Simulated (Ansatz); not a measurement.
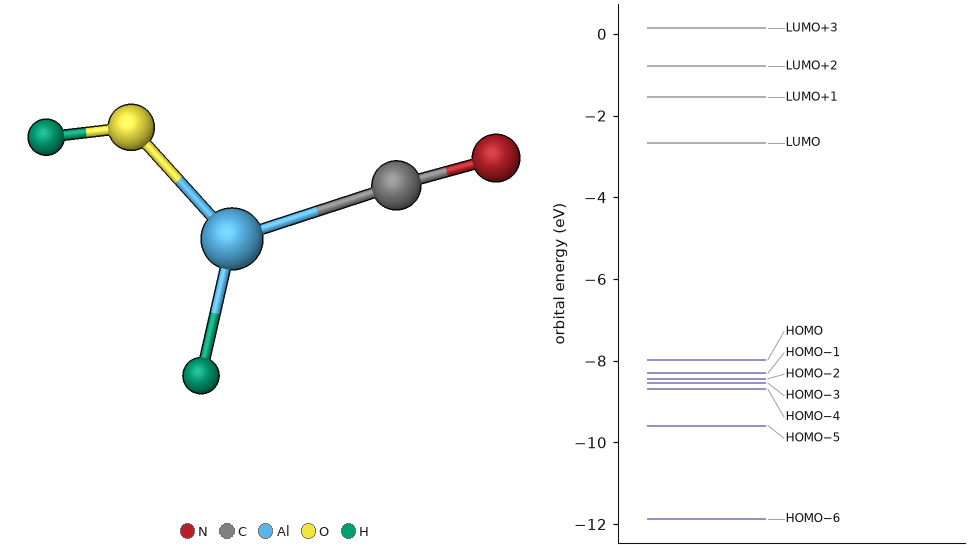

CH₂AlNO, SMILES N#[C][AlH][OH], singlet. Kohn-Sham orbital energies near the frontier, PBE/def2-TZVPP, the Ansatz code, at a PBE0-D4/def2-TZVP geometry (a minimum by its frequencies), isolated molecule; empty levels in grey, levels within 0.03 eV side by side.

Q: Where do the frontier orbitals lie?

A: HOMO at −7.98 eV, LUMO at −2.66 eV, 5.31 eV apart.

Q: How far below the HOMO does the next level lie?

A: 0.33 eV.

Q: List the levels.

A:
| orbital | energy (eV) |
| --- | --- |
| LUMO+3 | 0.14 |
| LUMO+2 | −0.79 |
| LUMO+1 | −1.56 |
| LUMO | −2.66 |
| HOMO | −7.98 |
| HOMO−1 | −8.31 |
| HOMO−2 | −8.44 |
| HOMO−3 | −8.55 |
| HOMO−4 | −8.69 |
| HOMO−5 | −9.59 |
| HOMO−6 | −11.87 |

Note: empty levels above zero depend strongly on the basis.
